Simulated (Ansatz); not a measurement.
```xyz
7

N     0.9349    0.3208   -0.5545
N    -1.8790    0.0871    0.4743
Si   -0.4084    0.8290    0.1070
H    -2.0841   -0.8800    0.2881
H     1.1377   -0.6078   -0.8885
H    -2.6417    0.5819    0.9066
H    -0.5100    2.2349    0.5329
```

Geometry: PBE0-D4/def2-TZVP.

Computed with isolated molecule in a Gaussian basis; Kohn-Sham density functional theory, functional PBE0 (Ansatz 0.2.0).

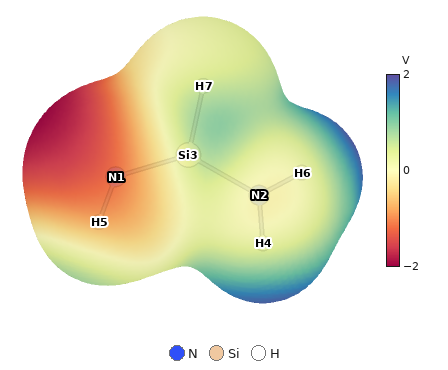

H$_{4}$N$_{2}$Si (SMILES N=[SiH]N). The electrostatic potential painted on the density surface at 0.001 e/bohr³, seen across its widest extent; the colour scale runs from red (negative) to blue (positive).

Q: Where is the surface potential most negative and most positive?

A: The most negative region (about −2.0 V) lies over N1, the most positive (about +1.9 V) over H4 and H6. N1 is the likeliest acceptor of a hydrogen bond.
